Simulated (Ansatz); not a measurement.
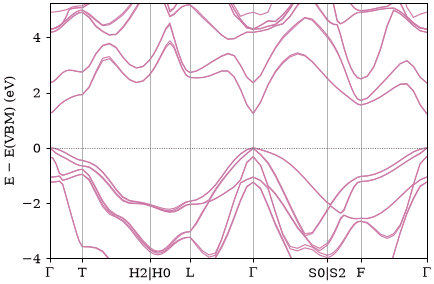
Figure. Band structure from DFT-r²SCAN with spin–orbit coupling in the program Ansatz with PAW potentials

Question: Read off the gap and where the band edges lie.

Answer: About 1.2 eV (1.24 eV by a search for the band edges); maximum at Γ, minimum at Γ.

The material is AlGaAs2 in space group R3m (No. 160; Al on 3a, Ga on 3a, As on 3a, As on 3a).

The first step of the workflow began from a Materials Project structure, measured or hypothetical; the Crystallography Open Database copy checked does not list it. With Al and Ga taken as one species the cell has the higher symmetry F-43m, so it may be an ordered model of a mixed-site phase. Whether it is the stable phase at ambient conditions was not checked. The cell was relaxed with r²SCAN under the symmetry of its start; whether a distortion lowers the energy is not shown.

Potentials: the later of the program's two PAW sets.
